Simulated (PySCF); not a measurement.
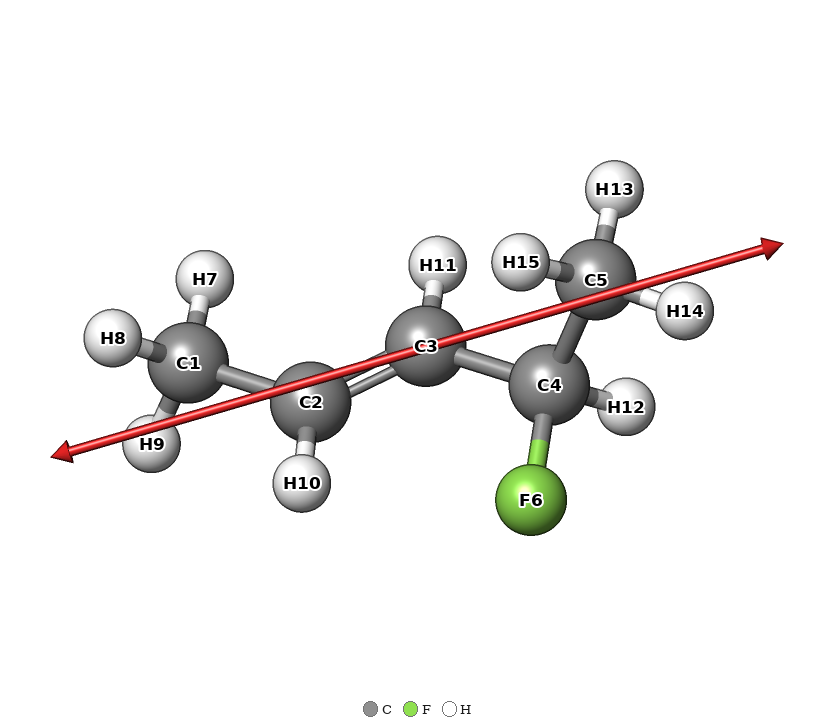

The double arrow shows the direction of the transition dipole to excited singlet state 2 (its length means nothing). The geometry was computed by an optimisation with GFN2-xTB. No frequency run is at hand to confirm it as a minimum. Method: TDDFT CAM-B3LYP/def2-SVPD, vertical, gas phase, core orbitals frozen in the response (PySCF 2.14.0).

**Where does the transition lie, and how strong is it?**

7.33 eV (169 nm), oscillator strength 0.47, mainly HOMO → LUMO+1 (weight 0.60); transition dipole 4.12 D.
